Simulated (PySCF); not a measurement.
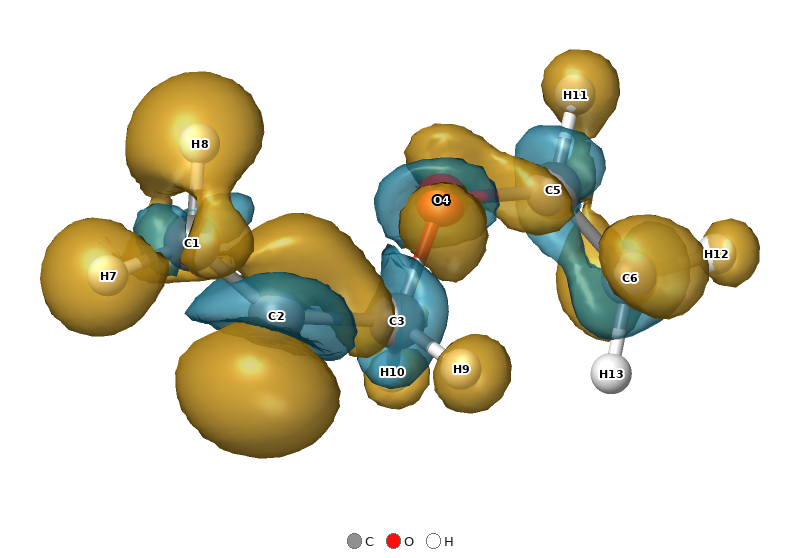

*C$_{5}$H$_{7}$O, doublet, SMILES `C=[C]COC=C`. Fukui function f⁻ = ρ(N) − ρ(N−1) at fixed geometry, surfaces at ±0.02 e/Å³ (yellow positive, teal negative).*

Method: PBE0/6-31+G*; geometry: GFN2-xTB; program: PySCF. No frequency check shows the geometry to be a minimum. GFN2-xTB doesn't know the spin state, so this open-shell geometry is rough.

Input

```python
import numpy as np
from pyscf import gto, scf, dft
from pyscf.scf import atom_ks, atom_hf
from scipy.linalg import block_diag

def solve(mol, dm0=None, hcore=None):
    mf = (dft.UKS if mol.spin else dft.RKS)(mol, xc='pbe0')
    mf.grids.level = 3
    mf = mf.density_fit(auxbasis='def2-universal-jkfit')
    mf.conv_tol, mf.max_cycle = 1e-8, 80
    if hcore is not None:
        mf.get_hcore = lambda *args: hcore
    mf.kernel(dm0)
    if not mf.converged:
        mf = mf.newton().run(mf.mo_coeff, mf.mo_occ, max_cycle=30)
    assert mf.converged, 'SCF not converged'
    return mf

mol = gto.M(atom='''
C     -2.73024     0.31620    -0.00027
C     -1.76794    -0.54378     0.00062
C     -0.32101    -0.68235    -0.00002
O      0.30648     0.60746     0.00002
C      1.65604     0.63568     0.00013
C      2.51437    -0.37218    -0.00022
H     -3.76918     0.02061    -0.00025
H     -2.56828     1.39547    -0.00107
H      0.00019    -1.24126     0.89213
H     -0.00075    -1.24110    -0.89234
H      1.98882     1.66621     0.00095
H      3.56951    -0.17478    -0.00016
H      2.22058    -1.40620    -0.00083
''', basis='6-31+g*', charge=0, spin=1, verbose=4)
mf = solve(mol)
out = dict(e0=mf.e_tot, dm0=mf.make_rdm1(), c=mf.mo_coeff, occ=mf.mo_occ, eps=mf.mo_energy)
for name, dq, spin in [('cation', 1, 0), ('anion', -1, 0)]:
    ion = mol.copy().set(charge=mol.charge + dq, spin=spin).build()
    mi = solve(ion)
    if spin and dq > 0 and mol.nao < 130:
        c, _, stable, _ = mi.stability(return_status=True)
        if not stable:
            mi = solve(ion, mi.make_rdm1(c, mi.mo_occ))
    print(name, 'vertical energy change / eV', (mi.e_tot - mf.e_tot) * 27.211386)
    out.update({'e_' + name: mi.e_tot, 'dm_' + name: mi.make_rdm1(), 's2_' + name: mi.spin_square()[0], 'eps_' + name: mi.mo_energy, 'occ_' + name: mi.mo_occ})
# spherically averaged free atoms, for the promolecule
atm = atom_ks.get_atm_nrks(mol, xc='pbe0')
pro = block_diag(*[(atm[a[0]][2] * atm[a[0]][3]) @ atm[a[0]][2].T for a in mol._atom])
np.savez('result.npz', pro=pro, **out)
```

Launched as:

```sh
OMP_NUM_THREADS=1 python input.py
```

The run took 54 s on 1 thread of AMD EPYC 7R13 Processor (Zen 3), with other jobs on the host, peak memory 0.58 GiB.

Partitions, critical points and surface values were worked out afterwards from this run's density.

> Which atoms respond most to the removal of an electron?

f⁻ (Hirshfeld-condensed) is largest on C2 (0.26); the vertical ionisation energy is 9.02 eV (to the singlet cation, which needn't be its lowest state). Condensed values hint at sites of electrophilic attack but needn't mark the atom that reacts. Orbital relaxation makes it negative in places (0.24 e in all).
